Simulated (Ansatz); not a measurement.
# BSiH2 (doublet): one geometry, many settings at distance Si1–H4 = 1.210 Å

Aim: run BSiH2 (doublet) at one geometry under a spread of methods and options, and see what each costs and gives.

The runs use Ansatz 0.2.0, Gaussian basis; the settings change from run to run.

19 further runs of the same task are left out: 1 for a mislabelled method, 11 that didn't finish, 7 set aside as unsound or not needed.

## 1. The geometry

The geometry derives from a PBE0/def2-TZVP stationary point (not a proven minimum). One bond is set to the value named and the two fragments are kept rigid.

4 atoms, charge 0, spin multiplicity 2.

Atoms are counted from 1 here; the program's logs count them from 0.

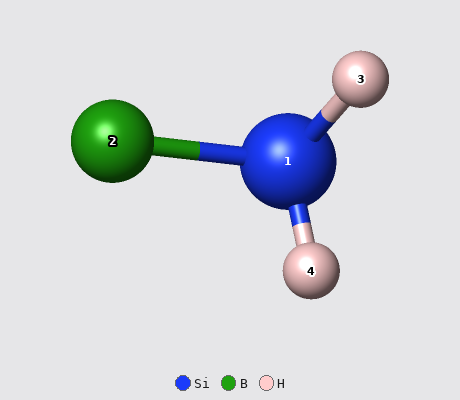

The geometry (silicon blue, boron green, hydrogen pink); atoms are numbered from 1 in the order of the file.

## 2. CASSCF(5,3)/STO-3G

in.yaml reads:

```yaml
crystal:
  periodic: [false, false, false]
  atoms:
    - {symbol: Si, position_ang: [-0.081207, 0.005762, 0.496223]}
    - {symbol: B, position_ang: [0.092267, 0.005761, -1.449921]}
    - {symbol: H, position_ang: [0.713568, -1.201076, 0.901641]}
    - {symbol: H, position_ang: [0.559558, 0.978740, 0.823078]}
basis:
  gaussian: {orbitals: STO-3G, point_charges: [{charge: -1.00, position_ang: [3.837, -0.498, 0.744]}]}
magnetization: {spin_polarized: false, initial_magnetization: 1}
correlation: {active_space: {window: {electrons: 5, orbitals: 3}}}
```

The run is started by

```console
ansatz run in.yaml --threads 1 --pin off --events-out ev --progress --plain --max-ram 2393MiB
```

Log:

```text
Functional definition: HF
  name "HF"
  cite "Fock, Z. Phys. 61, 126 (1930) doi:10.1007/BF01340294"
  parent pbe
  exchange = exact_x
  correlation = 0
183 factors; integrals over basis functions are off by at most 8.1e-5 eV
mean field evaluation 1: about -8457.9384 eV, gradient 8.1e0 eV
mean field evaluation 2: about -8457.9516 eV, gradient 8.1e0 eV
mean field evaluation 4: about -8458.5476 eV, gradient 9.8e-1 eV
mean field evaluation 8: about -8458.5217 eV, gradient 2.5e-1 eV
mean field evaluation 16: about -8458.8277 eV, gradient 1.5e-6 eV
mean field -8458.82771924 eV, -310.8561850829 hartree, gradient 1.5e-6 eV, S^2 0.750000; 2 other end points of the search recorded, 0 dependent functions left out
reference -8458.82771924 eV, -310.8561850829 hartree; 11, 10 occupied and 5, 6 virtual orbitals, 183 factors
state -8458.82771924 eV, -310.8561850829 hartree
Total energy: -8458.82771924 eV, -310.8561850829 hartree
```

It took 0.18 s on 1 thread of Arm Neoverse V1, shared host.

From the report: 3 determinants; active occupations 2.00, 2.00, 1.00. With so small a space the active step adds no correlation: the energy is the mean field's.

## 3. NEVPT2(3,5)/cc-pVDZ

in.yaml reads:

```yaml
crystal:
  periodic: [false, false, false]
  atoms:
    - {symbol: Si, position_ang: [-0.081207, 0.005762, 0.496223]}
    - {symbol: B, position_ang: [0.092267, 0.005761, -1.449921]}
    - {symbol: H, position_ang: [0.713568, -1.201076, 0.901641]}
    - {symbol: H, position_ang: [0.559558, 0.978740, 0.823078]}
basis:
  gaussian: {orbitals: cc-pVDZ, point_charges: [{charge: -0.50, position_ang: [5.165, 0.589, -0.332]}]}
magnetization: {spin_polarized: false, initial_magnetization: 1}
correlation: {method: sc_nevpt2, electrons: outside_noble_gas, active_space: {window: {electrons: 3, orbitals: 5}}}
```

Same command.

Log:

```text
Functional definition: HF
  name "HF"
  cite "Fock, Z. Phys. 61, 126 (1930) doi:10.1007/BF01340294"
  parent pbe
  exchange = exact_x
  correlation = 0
402 factors; integrals over basis functions are off by at most 9.6e-4 eV
mean field evaluation 1: about -8558.0824 eV, gradient 1.1e1 eV
mean field evaluation 2: about -8558.1146 eV, gradient 1.1e1 eV
mean field evaluation 4: about -8559.2463 eV, gradient 1.9e0 eV
mean field evaluation 8: about -8559.3557 eV, gradient 6.8e-1 eV
mean field evaluation 16: about -8559.4022 eV, gradient 6.6e-5 eV
mean field evaluation 32: about -8559.2160 eV, gradient 1.9e-3 eV
mean field -8559.40220983 eV, -314.5522294400 hartree, gradient 1.5e-6 eV, S^2 0.750000; 4 other end points of the search recorded, 0 dependent functions left out
reference -8559.40220983 eV, -314.5522294400 hartree; 11, 10 occupied and 31, 32 virtual orbitals, 402 factors
state -8560.62187021 eV, -314.5970511323 hartree
state -8560.62187021 eV, -314.5970511323 hartree; corrected -8563.95004964 eV, -314.7193594705 hartree
Total energy: -8563.95004964 eV, -314.7193594705 hartree
```

Run time: 0.99 s. Hardware: 1 thread of Arm Neoverse V1, shared host.

From the report: 50 determinants; active occupations 1.81, 1.00, 0.15, 0.03, 0.01.

## 4. CCSD on UHF/cc-pVDZ

in.yaml reads:

```yaml
crystal:
  periodic: [false, false, false]
  atoms:
    - {symbol: Si, position_ang: [-0.081207, 0.005762, 0.496223]}
    - {symbol: B, position_ang: [0.092267, 0.005761, -1.449921]}
    - {symbol: H, position_ang: [0.713568, -1.201076, 0.901641]}
    - {symbol: H, position_ang: [0.559558, 0.978740, 0.823078]}
basis:
  gaussian: {orbitals: cc-pVDZ, fitting: {mean_field: def2-universal-jkfit}}
magnetization: {spin_polarized: true, initial_magnetization: 1}
correlation: {method: ccsd, electrons: outside_noble_gas}
accuracy: high
```

Launched as before.

Log, shortened:

```text
Functional definition: HF
  name "HF"
  cite "Fock, Z. Phys. 61, 126 (1930) doi:10.1007/BF01340294"
  parent pbe
[...]
239 factors; integrals over basis functions are off by at most 3.6e-1 eV
[...]
mean field -8559.93714898 eV, -314.5718880913 hartree, gradient 2.8e-8 eV, S^2 1.437004; 20 other end points of the search recorded, 0 dependent functions left out
determinant -8559.93714898 eV, -314.5718880913 hartree, with singles and doubles -8564.65464753 eV, -314.7452529652 hartree
determinant -8559.90770825 eV, -314.5708061644 hartree, with singles and doubles -8564.71500791 eV, -314.7474711684 hartree
determinant -8559.53990134 eV, -314.5572895096 hartree, with singles and doubles -8563.71589185 eV, -314.7107543303 hartree
determinant -8559.27771247 eV, -314.5476542464 hartree, with singles and doubles -8563.76076509 eV, -314.7124033915 hartree
[...]
determinant -8557.90586522 eV, -314.4972397900 hartree, with singles and doubles -8563.46748942 eV, -314.7016257094 hartree
determinant -8557.68052111 eV, -314.4889585467 hartree, with singles and doubles -8562.13973457 eV, -314.6528316187 hartree
determinant -8559.93714898 eV, -314.5718880913 hartree, with singles and doubles -8564.70775010 eV, -314.7472044486 hartree
determinant -8559.90770825 eV, -314.5708061644 hartree, with singles and doubles -8564.76179531 eV, -314.7491905736 hartree
6 core orbitals not correlated: weight in the atoms' cores, before any rotation towards them, 1.000 or more for the frozen orbitals, at most 0.000 for the correlated occupied ones
reference -8559.90770825 eV, -314.5708061644 hartree; 5, 4 occupied and 31, 32 virtual orbitals, 239 factors
second order -3.47979661 eV of doubles, -0.00000000 eV of singles
cycle   1  -4.85408754 eV  change   -4.8e-7 eV  update   3.5e-6
[...]
cycle  24  -4.85408599 eV  change  -6.1e-10 eV  update  9.9e-10
Total energy: -8564.76179424 eV, -314.7491905342 hartree
```

Run time: 5.5 s. Hardware: 1 thread of Arm Neoverse V1, shared host.

From the report: ⟨S²⟩ of the determinant 1.258 (pure doublet: 0.75); correlation -4.8541 eV; T1 0.085; largest double amplitude 0.16. The determinant is far from a pure spin state, so its energy mixes those of several spin states (harmless only where they are near-degenerate, as at dissociation).

## 5. BCCD on ROHF/6-31G

in.yaml reads:

```yaml
crystal:
  periodic: [false, false, false]
  atoms:
    - {symbol: Si, position_ang: [-0.081207, 0.005762, 0.496223]}
    - {symbol: B, position_ang: [0.092267, 0.005761, -1.449921]}
    - {symbol: H, position_ang: [0.713568, -1.201076, 0.901641]}
    - {symbol: H, position_ang: [0.559558, 0.978740, 0.823078]}
basis:
  gaussian: {orbitals: 6-31G}
magnetization: {spin_polarized: false, initial_magnetization: 1}
correlation: {method: bccd, electrons: all}
output: {forces: true}
```

Same command.

Log, shortened:

```text
Functional definition: HF
  name "HF"
  cite "Fock, Z. Phys. 61, 126 (1930) doi:10.1007/BF01340294"
  parent pbe
[...]
330 factors; integrals over basis functions are off by at most 1.7e-4 eV
[...]
mean field -8557.75347927 eV, -314.4916397095 hartree, gradient 8.4e-6 eV, S^2 0.750000; 5 other end points of the search recorded, 0 dependent functions left out
[...]
determinant -8557.75347927 eV, -314.4916397095 hartree, with singles and doubles -8561.31327901 eV, -314.6224599369 hartree
determinant -8557.43359444 eV, -314.4798841588 hartree, with singles and doubles -8561.23126228 eV, -314.6194458776 hartree
determinant -8557.42809558 eV, -314.4796820794 hartree, with singles and doubles -8561.27783281 eV, -314.6211573133 hartree
determinant -8556.00736993 eV, -314.4274713748 hartree, with singles and doubles -8560.02427123 eV, -314.5750897748 hartree
[...]
determinant -8557.42809558 eV, -314.4796820794 hartree, with singles and doubles -8561.31987648 eV, -314.6227023898 hartree
unrestricted determinant -8558.20769004 eV, -314.5083316473 hartree, S^2 1.4083
reference -8557.75347927 eV, -314.4916397095 hartree; 11, 10 occupied and 15, 16 virtual orbitals, 330 factors
second order -2.61920893 eV of doubles, -0.02988205 eV of singles
cycle   1  -3.55318730 eV  change    7.9e-3 eV  update   3.5e-2
[...]
cycle  20  -3.54458492 eV  change   -1.1e-7 eV  update   7.5e-7
[...]
Total energy: -8561.29806419 eV, -314.6219008027 hartree
Atom 0 at    -0.081207     0.005762     0.496223 Å, force    -5.086540    -7.843551    -2.794678 eV/Å
Atom 1 at     0.092267     0.005761    -1.449921 Å, force    -0.163989    -0.082556    -0.463486 eV/Å
Atom 2 at     0.713568    -1.201076     0.901641 Å, force     0.055583    -0.499722     0.210123 eV/Å
Atom 3 at     0.559558     0.978740     0.823078 Å, force     5.194946     8.425829     3.048041 eV/Å
Dipole moment:    -0.012192     0.063855     0.010967 e Å
```

Run time: 5.5 s. Hardware: 1 thread of Arm Neoverse V1, shared host.

From the report: correlation -3.5446 eV; largest double amplitude 0.19.

## 6. BCCD(T) on UHF/def2-SVP

Edit in.yaml of step 5 so:

```diff
@@ -8,5 +8,5 @@
 basis:
-  gaussian: {orbitals: 6-31G}
-magnetization: {spin_polarized: false, initial_magnetization: 1}
-correlation: {method: bccd, electrons: all}
+  gaussian: {orbitals: def2-SVP}
+magnetization: {spin_polarized: true, initial_magnetization: 1}
+correlation: {method: bccd_t, electrons: outside_noble_gas}
 output: {forces: true}
```

Same command.

Log, shortened:

```text
Functional definition: HF
  name "HF"
  cite "Fock, Z. Phys. 61, 126 (1930) doi:10.1007/BF01340294"
  parent pbe
[...]
414 factors; integrals over basis functions are off by at most 1.0e-3 eV
[...]
mean field -8556.79593760 eV, -314.4564507022 hartree, gradient 7.7e-6 eV, S^2 1.454040; 19 other end points of the search recorded, 0 dependent functions left out
determinant -8556.79593760 eV, -314.4564507022 hartree, with singles and doubles -8561.41955582 eV, -314.6263655377 hartree
determinant -8556.71825954 eV, -314.4535960860 hartree, with singles and doubles -8561.46774375 eV, -314.6281364114 hartree
determinant -8556.41761443 eV, -314.4425475820 hartree, with singles and doubles -8560.53726969 eV, -314.5939421205 hartree
determinant -8556.12001852 eV, -314.4316111343 hartree, with singles and doubles -8560.56231340 eV, -314.5948624599 hartree
[...]
6 core orbitals not correlated: weight in the atoms' cores, before any rotation towards them, 1.000 or more for the frozen orbitals, at most 0.000 for the correlated occupied ones
reference -8556.71825954 eV, -314.4535960860 hartree; 5, 4 occupied and 31, 32 virtual orbitals, 414 factors
second order -3.46848965 eV of doubles, -0.00000000 eV of singles
cycle   1  -4.88748857 eV  change   -8.4e-2 eV  update   7.0e-2
[...]
cycle  29  -4.80782630 eV  change    6.5e-8 eV  update   1.3e-7
perturbative correction -0.26573224 eV, -0.0097654796 hartree
[...]
Total energy: -8561.79181807 eV, -314.6400459232 hartree
Atom 0 at    -0.081207     0.005762     0.496223 Å, force    -4.692308    -7.798490    -2.778811 eV/Å
Atom 1 at     0.092267     0.005761    -1.449921 Å, force    -0.135232    -0.070095    -0.091138 eV/Å
Atom 2 at     0.713568    -1.201076     0.901641 Å, force    -0.147101    -0.077989     0.041391 eV/Å
Atom 3 at     0.559558     0.978740     0.823078 Å, force     4.974641     7.946573     2.828558 eV/Å
Dipole moment:    -0.048894     0.048811     0.094233 e Å
```

It took 10 s on 1 thread of Arm Neoverse V1, shared host.

From the report: ⟨S²⟩ of the determinant 1.276 (pure doublet: 0.75); correlation -5.0736 eV; largest double amplitude 0.17. The determinant is far from a pure spin state, so its energy mixes those of several spin states (harmless only where they are near-degenerate, as at dissociation).

## 7. CCSDT(Q)/B on UHF/6-31G

Edit in.yaml of step 6 so:

```diff
@@ -8,5 +8,6 @@
 basis:
-  gaussian: {orbitals: def2-SVP}
+  gaussian: {orbitals: 6-31G, point_charges: [{charge: 1.00, position_ang: [5.696, -0.805, 0.818]}]}
 magnetization: {spin_polarized: true, initial_magnetization: 1}
-correlation: {method: bccd_t, electrons: outside_noble_gas}
-output: {forces: true}
+correlation: {method: ccsdt_q_b, electrons: all}
+accuracy: high
+scf: {lower_state_search: light}
```

The command is unchanged.

Log, shortened:

```text
Functional definition: HF
  name "HF"
  cite "Fock, Z. Phys. 61, 126 (1930) doi:10.1007/BF01340294"
  parent pbe
[...]
606 factors; integrals over basis functions are off by at most 3.9e-9 eV
[...]
mean field -8558.28484344 eV, -314.5111669827 hartree, gradient 6.1e-8 eV, S^2 1.405042; 17 other end points of the search recorded, 0 dependent functions left out
determinant -8558.28484344 eV, -314.5111669827 hartree, with singles and doubles -8561.30327571 eV, -314.6220923225 hartree
determinant -8558.15953056 eV, -314.5065618192 hartree, with singles and doubles -8561.31796502 eV, -314.6226321447 hartree
determinant -8557.81174248 eV, -314.4937808431 hartree, with singles and doubles -8560.23056819 eV, -314.5826710484 hartree
determinant -8557.45150088 eV, -314.4805422083 hartree, with singles and doubles -8560.10592087 eV, -314.5780903439 hartree
[...]
determinant -8556.13184042 eV, -314.4320455809 hartree, with singles and doubles -8560.01362010 eV, -314.5746983529 hartree
determinant -8555.94590825 eV, -314.4252126997 hartree, with singles and doubles -8558.61927061 eV, -314.5234569544 hartree
determinant -8555.16998078 eV, -314.3966978910 hartree, with singles and doubles -8558.75393476 eV, -314.5284057708 hartree
determinant -8558.28484344 eV, -314.5111669827 hartree, with singles and doubles -8561.34877517 eV, -314.6237643967 hartree
determinant -8558.15953056 eV, -314.5065618192 hartree, with singles and doubles -8561.36908427 eV, -314.6245107424 hartree
reference -8558.15953056 eV, -314.5065618192 hartree; 11, 10 occupied and 15, 16 virtual orbitals, 606 factors
second order -2.04629244 eV of doubles, -0.00000000 eV of singles
cycle   1  -2.53326668 eV  change   -4.9e-1 eV  update   8.7e-2
[...]
cycle  46  -3.38728471 eV  change    1.2e-9 eV  update  8.8e-10
perturbative correction -0.00996745 eV, -0.0003662971 hartree
Total energy: -8561.55678272 eV, -314.6314085335 hartree
```

Run time: 61 s. Hardware: 1 thread of Arm Neoverse V1, shared host; peak memory 0.76 GiB.

From the report: ⟨S²⟩ of the determinant 1.199 (pure doublet: 0.75); correlation -3.3973 eV; T1 0.073; largest double amplitude 0.25.

## 8. The runs in one table

Where basis and cores are those of an earlier RCCSDT(Q)/cc-pVDZ run (-8565.0966 eV), and the state is the same kind, the miss against it is given.

| level | correlated | functions | energy (eV) | from RCCSDT(Q) (meV) | time |
| --- | --- | --- | --- | --- | --- |
| CASSCF(5,3)/STO-3G (beside a point charge) |  | 16 | -8458.8277 |  | 0.18 s |
| NEVPT2(3,5)/cc-pVDZ (beside a point charge) | outside noble gas | 42 | -8563.9500 |  | 0.99 s |
| CCSD on UHF/cc-pVDZ | outside noble gas | 42 | -8564.7618 | 334.8 | 5.5 s |
| BCCD on ROHF/6-31G | all | 26 | -8561.2981 |  | 5.5 s |
| BCCD(T) on UHF/def2-SVP | outside noble gas | 42 | -8561.7918 |  | 10 s |
| CCSDT(Q)/B on UHF/6-31G (beside a point charge) | all | 26 | -8561.5568 |  | 61 s |

## 9. What came out

| quantity | value |
| --- | --- |
| runs | 6 |
| quickest | CASSCF(5,3)/STO-3G (beside a point charge), 0.18 s |
| slowest | CCSDT(Q)/B on UHF/6-31G (beside a point charge), 61 s |

In words: Total energies in different bases, with other cores or another treatment of relativity can't be set against each other. CCSDT(Q)/B on UHF/6-31G (beside a point charge) took 336 times as long as CASSCF(5,3)/STO-3G (beside a point charge); the jobs differ in more than the method.
